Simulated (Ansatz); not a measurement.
C (graphite type, space group P6_3/mmc)

```cif
data_C4
_chemical_formula_sum 'C4'
_space_group_name_H-M_alt 'P63/mmc'
_space_group_IT_number 194
_space_group_name_Hall '-P 6c 2c'
_cell_length_a 2.46498
_cell_length_b 2.46498
_cell_length_c 6.72886
_cell_angle_alpha 90.000
_cell_angle_beta 90.000
_cell_angle_gamma 120.000
loop_
_atom_site_label
_atom_site_type_symbol
_atom_site_symmetry_multiplicity
_atom_site_Wyckoff_symbol
_atom_site_fract_x
_atom_site_fract_y
_atom_site_fract_z
_atom_site_occupancy
C1 C 2 b 0.00000 0.00000 0.25000 1
C2 C 2 c 0.33333 0.66667 0.25000 1
```

Equation-of-state scan: isotropic scaling of the cell above, V₀ being its volume. Symmetry pins the atoms to their sites.

Method: PBE-D3(BJ) (plane waves to 420 eV, PAW, scalar-relativistic; Ansatz, an electronic-structure program). k mesh 15×15×5 (Γ-centred), Fermi-Dirac smearing 0.05 eV. The energy includes the smearing's −TS. With the shape held, the modulus is that of even scaling; a crystal free to change shape is softer. C was relaxed with its symmetry unable to fall. The PAW data are Ansatz's earlier set. ΔE is measured from the relaxed starting cell.

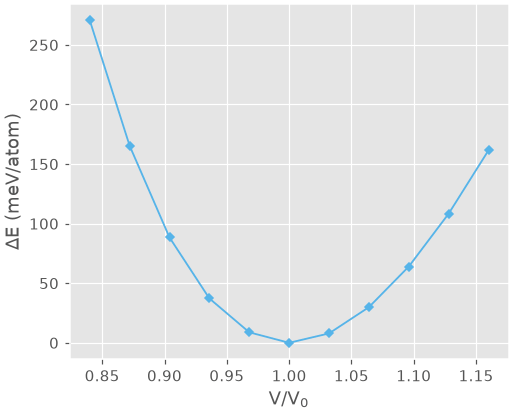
*ΔE (meV/atom) against V/V₀; computed points joined by lines.*

Q: What is ΔE at V/V₀ = 1.160?

A: About 160 meV/atom.

Q: What is ΔE at V/V₀ = 0.840?

A: About 270 meV/atom.

Q: What bulk modulus at fixed cell shape B₀ follows from a third-order Birch-Murnaghan fit?

A: About 290 GPa.

(Under strain, the slope of the energy per volume gives the stress and its curvature an elastic modulus.)
